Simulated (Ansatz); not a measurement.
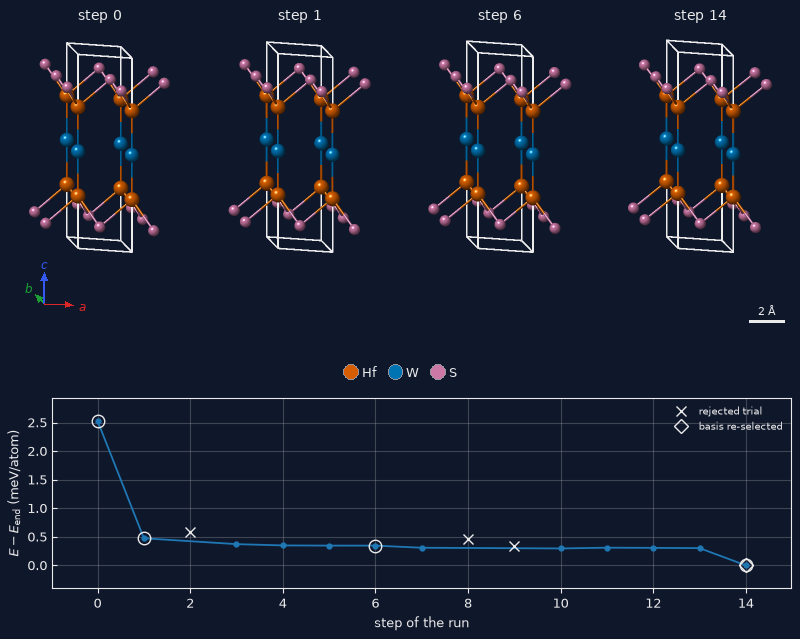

Frames of a relaxation of a crystal of Hf2WS2 (a generated structure, set up in P-3m1), marked on the history of the run. A ball-and-stick model of the cell of the calculation, seen slightly off an axis.

These are results of DFT PBE, scalar-relativistic, plane waves, PAW in Ansatz 0.2.0, not measurements.

The input:
```yaml
crystal:
  lattice:
    - [3.3035954958, 0.0, 0.0]
    - [-1.6517977479, 2.8609976232, 0.0]
    - [0.0, 0.0, 11.4829822337]
  atoms:
    - { symbol: Hf, position: [0.0, 0.0, 0.2706156544] }
    - { symbol: Hf, position: [0.0, 0.0, 0.7293843456] }
    - { symbol: W, position: [0.0, 0.0, 0.5] }
    - { symbol: S, position: [0.3333333333, 0.6666666667, 0.1362024557] }
    - { symbol: S, position: [0.6666666667, 0.3333333333, 0.8637975443] }
basis:
  ecutwfc: 420
kpoints:
  mp_grid: { grid: [12, 12, 4] }
hamiltonian:
  xc: pbe
scf:
  occupations: { method: gaussian, width: 0.1 }
output:
  forces: true
  stress: true
  eigenvalues: true
relax:
  adjacent_minimum: "off"
  f_tol: 0.01
  max_steps: 80
  cell: { stress_tol: 0.05 }
```

Command:
```bash
ansatz run input.yaml --threads 1 --pin off --max-ram 2560MiB --backend cpu --events-out ev --progress --plain --runs-dir out
```

### What happens along the run?

After 10 accepted moves (14 points after the start) the energy has fallen by 2.5 meV per atom. Largest force component: 0.1 eV/Å at the start, 0.0029 eV/Å at the end. Pressure: 0.15 GPa at the start and −0.01 GPa at the end. The line search rejected the trial steps at points 2, 8, 9 of the run. The SCF was repeated once at an unchanged geometry on a basis and grid sized afresh for the cell, which shifted the energy by 0.3 meV per atom at most. The largest moves relative to the cell, 0.19 Å, are those of S4 and S5. S5 goes along −c. Largest moves by element: S 0.19 Å, Hf 0.12 Å. W stays in place. The drawn cell changes as follows: a = b 3.304 → 3.384 Å (+2.4 %), c 11.483 → 11.621 Å (+1.2 %); the volume changes by +6.2 %. Some distances before and after: Hf1–W3 2.634 → 2.548 Å, Hf1–Hf1 3.304 → 3.384 Å, Hf1–S4 2.454 → 2.458 Å. Among the angles between lasting bonds that change: S4–Hf1–S4 84.6° → 87.0°, Hf1–S4–Hf1 84.6° → 87.0°. The space group stays P-3m1 (No. 164). From step 0 to 1: S atoms move most (0.07 Å), volume +2.6 %, energy −2.1 meV per atom. From step 1 to 6: S atoms move most (0.06 Å), volume +1.9 %, energy −0.1 meV per atom. From step 6 to 14: S atoms move most (0.05 Å), volume +1.7 %, energy −0.3 meV per atom.

```tsv
step	E − E(0), meV/atom	largest force component, eV/Å	pressure, GPa	volume, Å³/atom	note
0	0.00	0.1042	0.15	21.706	
1	-2.06	0.0302	-0.15	22.263	
2	-1.95	0.0724	0.45	22.283	rejected
3	-2.16	0.0060	0.01	22.317	
4	-2.18	0.0028	0.04	22.402	
5	-2.18	0.0024	0.02	22.512	
6	-2.18	0.0024	0.00	22.678	
7	-2.22	0.0042	0.01	22.899	
8	-2.07	0.0382	0.05	23.225	rejected
9	-2.19	0.0697	0.02	22.966	rejected
10	-2.23	0.0114	0.04	22.932	
11	-2.22	0.0148	0.05	23.044	
12	-2.22	0.0222	0.05	23.045	
13	-2.23	0.0022	-0.01	23.052	
14	-2.53	0.0029	-0.01	23.052	same geometry, new basis
```
